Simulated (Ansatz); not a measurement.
**Run report: C9H23GeN, geometry relaxation (part 2 of 2)**

C9H23GeN (GeEt3(NMeEt)); RKS PBE-D4/def2-SVP (Ansatz 0.2.0). The geometry: GFN2-xTB start.

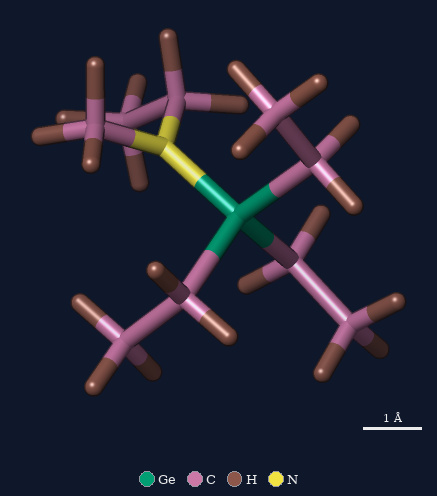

**Figure 1.** The geometry at step 9 of the log (stick view, seen at a tilt).

Output, continued
```
relax step  16: F+E_penalty+E_count = -67678.66488807 eV  Δ(F+E_penalty+E_count) = -2.890e-4 eV  max|allowed force component| = 2.089e-2 eV/Å  Δτ_max = 0.0642 Å  (20 SCF iters, accepted)
Total energy: -67678.66493867 eV, -2487.1450622494 hartree
Atom 0 at     0.082382     0.577735     0.076595 Å, force     0.009462     0.007627     0.010726 eV/Å
Atom 1 at     0.049851     0.685459     2.051573 Å, force    -0.002514     0.001885     0.001845 eV/Å
Atom 2 at     0.901366    -0.393247     2.727918 Å, force     0.001431    -0.001700    -0.001138 eV/Å
Atom 3 at    -1.005233     0.635928     2.395700 Å, force    -0.000369    -0.000125    -0.000873 eV/Å
Atom 4 at     0.403161     1.703692     2.323452 Å, force    -0.000735    -0.002141    -0.001886 eV/Å
Atom 5 at     0.854182    -0.331117     3.835644 Å, force     0.000758    -0.001041     0.000860 eV/Å
Atom 6 at     0.574035    -1.411583     2.433849 Å, force     0.000467     0.001640     0.000859 eV/Å
Atom 7 at     1.970293    -0.307785     2.440632 Å, force    -0.001632    -0.000333     0.000547 eV/Å
Atom 8 at     1.946382     0.687576    -0.582235 Å, force     0.001446    -0.005201    -0.006680 eV/Å
Atom 9 at     2.700135     1.911733    -0.050406 Å, force    -0.000999     0.003774     0.002620 eV/Å
Atom 10 at     1.925776     0.697585    -1.692972 Å, force     0.001172    -0.001109     0.002939 eV/Å
Atom 11 at     2.457424    -0.254188    -0.289962 Å, force    -0.005162     0.002694    -0.001137 eV/Å
Atom 12 at     3.738231     1.963088    -0.441233 Å, force     0.000040     0.000930    -0.000154 eV/Å
Atom 13 at     2.200289     2.861731    -0.334339 Å, force     0.001654    -0.000870     0.000678 eV/Å
Atom 14 at     2.771253     1.902714     1.057478 Å, force    -0.000543     0.001086    -0.001875 eV/Å
Atom 15 at    -1.006302     2.038175    -0.719714 Å, force     0.000926     0.003451    -0.006681 eV/Å
Atom 16 at    -2.490454     1.972366    -0.345633 Å, force    -0.001697    -0.002900     0.002282 eV/Å
Atom 17 at    -0.875315     1.981986    -1.822168 Å, force    -0.001824     0.001877     0.005491 eV/Å
Atom 18 at    -0.559338     3.007509    -0.406397 Å, force    -0.001827    -0.012850    -0.001546 eV/Å
Atom 19 at    -3.075901     2.798003    -0.803001 Å, force    -0.001234     0.000674    -0.000219 eV/Å
Atom 20 at    -2.951735     1.020029    -0.680089 Å, force     0.002349     0.003957     0.001863 eV/Å
Atom 21 at    -2.643421     2.037049     0.752401 Å, force     0.001461    -0.000110    -0.004664 eV/Å
Atom 22 at    -0.563038    -1.114846    -0.384744 Å, force    -0.007939     0.005457     0.003494 eV/Å
Atom 23 at    -1.706528    -1.686049     0.293590 Å, force    -0.000442    -0.008559     0.004441 eV/Å
Atom 24 at    -0.334188    -1.631539    -1.724605 Å, force     0.000172     0.001135    -0.019088 eV/Å
Atom 25 at     0.300918    -3.028056    -1.749892 Å, force     0.010901    -0.001437     0.010648 eV/Å
Atom 26 at    -2.673023    -1.535234    -0.256559 Å, force     0.004771     0.000130    -0.001964 eV/Å
Atom 27 at    -1.597654    -2.785937     0.446151 Å, force    -0.003545     0.002572     0.001251 eV/Å
Atom 28 at    -1.831519    -1.241150     1.301217 Å, force     0.004985     0.002133    -0.005565 eV/Å
Atom 29 at    -1.291768    -1.655910    -2.310284 Å, force     0.012932     0.001942     0.006498 eV/Å
Atom 30 at     0.331375    -0.932232    -2.276324 Å, force    -0.009123    -0.004352     0.005371 eV/Å
Atom 31 at     0.445984    -3.382393    -2.791687 Å, force    -0.001175     0.001525     0.002883 eV/Å
Atom 32 at     1.287473    -3.015970    -1.241881 Å, force    -0.020894    -0.002158    -0.008441 eV/Å
Atom 33 at    -0.335074    -3.775125    -1.232077 Å, force     0.006728     0.000399    -0.003386 eV/Å
Dipole moment:     0.011927     0.115166     0.004930 e Å
Checks for a lower state left out: stability, starts, cluster_reference, orbital_swaps, neighbouring_geometries, increment
```

Trajectory as extended XYZ (Å, eV, eV/Å), 3 of the 16 frames kept, from step=1 to step=16
```
34
Properties=species:S:1:pos:R:3:forces:R:3 step=1 energy=-67678.39395
Ge    0.0541    0.5604    0.0810    0.2619   0.7377   0.0585
C     0.0538    0.5535    2.0937    0.2651  -0.3837  -0.8151
C     0.8086   -0.6256    2.6886   -0.3040   0.4493  -0.2913
H    -0.9727    0.5586    2.4600   -0.6903   0.1090   0.1171
H     0.5076    1.4881    2.4246    0.1993   0.6695   0.1179
H     0.7746   -0.5998    3.7774    0.0449  -0.0735   0.6898
H     0.3730   -1.5641    2.3535   -0.1866  -0.7016  -0.1548
H     1.8517   -0.6063    2.3795    0.7132  -0.1115  -0.1414
C     1.9361    0.6042   -0.6359   -0.6840   0.3686   0.5197
C     2.6530    1.9035   -0.2988   -0.3487  -0.4980  -0.1221
H     1.9160    0.4716   -1.7174   -0.1359  -0.1895  -0.6664
H     2.4898   -0.2384   -0.2221    0.2325  -0.6294   0.2323
H     3.6692    1.8976   -0.6912    0.6651   0.1063  -0.2004
H     2.1263    2.7528   -0.7287   -0.2504   0.6608  -0.2272
H     2.7050    2.0464    0.7786    0.1089   0.2195   0.7109
C    -0.9690    2.1656   -0.6044    0.0995  -0.7786   0.4604
C    -2.4602    2.0857   -0.3163    0.6294  -0.0429  -0.0895
H    -0.8086    2.2389   -1.6808    0.2482   0.0066  -0.6530
H    -0.5521    3.0664   -0.1549    0.3927   0.5744   0.2568
H    -2.9851    2.9428   -0.7368   -0.4338   0.5040  -0.2184
H    -2.8778    1.1793   -0.7496   -0.3927  -0.5816  -0.2462
H    -2.6441    2.0659    0.7561   -0.2644  -0.0182   0.7024
N    -0.7795   -0.9677   -0.5213   -0.2606  -0.1683   0.0523
C    -1.7942   -1.6580    0.2375    0.5650   0.4301  -0.3007
C    -0.3935   -1.6363   -1.7392    0.4347  -0.0561   0.5781
C     0.5072   -2.8536   -1.5172   -0.4061   0.5341  -0.2131
H    -2.6799   -1.8414   -0.3825   -0.6114  -0.1511  -0.2743
H    -1.4474   -2.6254    0.6200    0.0809  -0.6287   0.3237
H    -2.0933   -1.0442    1.0838   -0.3148   0.2565   0.6034
H    -1.2954   -1.9516   -2.2816   -0.4710  -0.0944  -0.4127
H     0.1361   -0.9155   -2.3670    0.2261   0.3308  -0.5177
H     0.8229   -3.2646   -2.4731    0.2564  -0.3942  -0.6154
H     1.3875   -2.5608   -0.9496    0.6108   0.1278   0.3551
H    -0.0196   -3.6280   -0.9661   -0.2798  -0.5837   0.3812
34
Properties=species:S:1:pos:R:3:forces:R:3 step=9 energy=-67678.66016
Ge    0.0618    0.5924    0.0753   -0.0180  -0.0129  -0.0085
C     0.0588    0.6347    2.0543    0.0015   0.0044  -0.0082
C     0.8554   -0.5115    2.6843   -0.0003  -0.0007   0.0001
H    -0.9938    0.6330    2.4096    0.0002  -0.0008  -0.0006
H     0.4716    1.6223    2.3546   -0.0003  -0.0038  -0.0011
H     0.8311   -0.4784    3.7939    0.0005  -0.0010   0.0048
H     0.4618   -1.5002    2.3706    0.0015   0.0038   0.0009
H     1.9226   -0.4819    2.3800   -0.0005   0.0013  -0.0012
C     1.9181    0.6464   -0.6110    0.0093  -0.0032  -0.0069
C     2.6907    1.8885   -0.1513   -0.0131   0.0036   0.0101
H     1.8825    0.5978   -1.7209    0.0006   0.0033   0.0219
H     2.4238   -0.2850   -0.2773   -0.0058   0.0175  -0.0055
H     3.7283    1.9021   -0.5461    0.0048   0.0034   0.0001
H     2.2031    2.8278   -0.4890    0.0073  -0.0198   0.0075
H     2.7646    1.9425    0.9560   -0.0023  -0.0027  -0.0229
C    -0.9842    2.1196   -0.6492    0.0136  -0.0024  -0.0013
C    -2.4827    2.0157   -0.3512    0.0004   0.0006   0.0013
H    -0.8030    2.1560   -1.7452   -0.0001  -0.0015   0.0016
H    -0.5568    3.0585   -0.2339   -0.0033  -0.0023  -0.0017
H    -3.0569    2.8647   -0.7786   -0.0034   0.0020  -0.0012
H    -2.9118    1.0823   -0.7707   -0.0018  -0.0021  -0.0013
H    -2.6870    2.0033    0.7402   -0.0006   0.0007   0.0036
N    -0.6861   -1.0360   -0.4438    0.0240  -0.0058  -0.0110
C    -1.7685   -1.6570    0.2829   -0.0767  -0.0506   0.0346
C    -0.3736   -1.6375   -1.7280   -0.0069  -0.0111  -0.0020
C     0.4467   -2.9335   -1.6345    0.0119   0.0133  -0.0083
H    -2.7281   -1.6768   -0.3025    0.0774   0.0054   0.0508
H    -1.5539   -2.7185    0.5742   -0.0113   0.0980  -0.0293
H    -1.9763   -1.1073    1.2250    0.0026  -0.0438  -0.0485
H    -1.3197   -1.8461   -2.2928    0.0206   0.0061   0.0154
H     0.1827   -0.9042   -2.3522    0.0030  -0.0093  -0.0009
H     0.6134   -3.3802   -2.6380   -0.0036   0.0181   0.0229
H     1.4366   -2.7397   -1.1704   -0.0332  -0.0037  -0.0120
H    -0.0711   -3.6937   -1.0143    0.0018  -0.0043  -0.0032
34
Properties=species:S:1:pos:R:3:forces:R:3 step=16 energy=-67678.66489
Ge    0.0824    0.5777    0.0766    0.0095   0.0076   0.0107
C     0.0499    0.6855    2.0516   -0.0025   0.0019   0.0018
C     0.9014   -0.3932    2.7279    0.0014  -0.0017  -0.0011
H    -1.0052    0.6359    2.3957   -0.0004  -0.0001  -0.0009
H     0.4032    1.7037    2.3235   -0.0007  -0.0021  -0.0019
H     0.8542   -0.3311    3.8356    0.0008  -0.0010   0.0009
H     0.5740   -1.4116    2.4338    0.0005   0.0016   0.0009
H     1.9703   -0.3078    2.4406   -0.0016  -0.0003   0.0005
C     1.9464    0.6876   -0.5822    0.0014  -0.0052  -0.0067
C     2.7001    1.9117   -0.0504   -0.0010   0.0038   0.0026
H     1.9258    0.6976   -1.6930    0.0012  -0.0011   0.0029
H     2.4574   -0.2542   -0.2900   -0.0052   0.0027  -0.0011
H     3.7382    1.9631   -0.4412    0.0000   0.0009  -0.0002
H     2.2003    2.8617   -0.3343    0.0017  -0.0009   0.0007
H     2.7713    1.9027    1.0575   -0.0005   0.0011  -0.0019
C    -1.0063    2.0382   -0.7197    0.0009   0.0035  -0.0067
C    -2.4905    1.9724   -0.3456   -0.0017  -0.0029   0.0023
H    -0.8753    1.9820   -1.8222   -0.0018   0.0019   0.0055
H    -0.5593    3.0075   -0.4064   -0.0018  -0.0129  -0.0015
H    -3.0759    2.7980   -0.8030   -0.0012   0.0007  -0.0002
H    -2.9517    1.0200   -0.6801    0.0023   0.0040   0.0019
H    -2.6434    2.0370    0.7524    0.0015  -0.0001  -0.0047
N    -0.5630   -1.1148   -0.3847   -0.0079   0.0055   0.0035
C    -1.7065   -1.6860    0.2936   -0.0004  -0.0086   0.0044
C    -0.3342   -1.6315   -1.7246    0.0002   0.0011  -0.0191
C     0.3009   -3.0281   -1.7499    0.0109  -0.0014   0.0106
H    -2.6730   -1.5352   -0.2566    0.0048   0.0001  -0.0020
H    -1.5977   -2.7859    0.4462   -0.0035   0.0026   0.0013
H    -1.8315   -1.2411    1.3012    0.0050   0.0021  -0.0056
H    -1.2918   -1.6559   -2.3103    0.0129   0.0019   0.0065
H     0.3314   -0.9322   -2.2763   -0.0091  -0.0044   0.0054
H     0.4460   -3.3824   -2.7917   -0.0012   0.0015   0.0029
H     1.2875   -3.0160   -1.2419   -0.0209  -0.0022  -0.0084
H    -0.3351   -3.7751   -1.2321    0.0067   0.0004  -0.0034
```

Results in brief

- outcome: converged
- total energy: −67678.6649 eV
- mean-field energy: −67677.7272 eV
- dispersion energy: −0.9377 eV
- HOMO: −4.27 eV
- LUMO: 0.47 eV
- largest force (length of the vector) at the end: 0.023 eV/Å
- dipole moment: 0.56 D
- hardware: 6 threads of Arm Neoverse V2, 23 GiB of memory available, shared host
- wall time: 61 s (CPU time 5.5 min)
- peak memory: 0.65 GiB
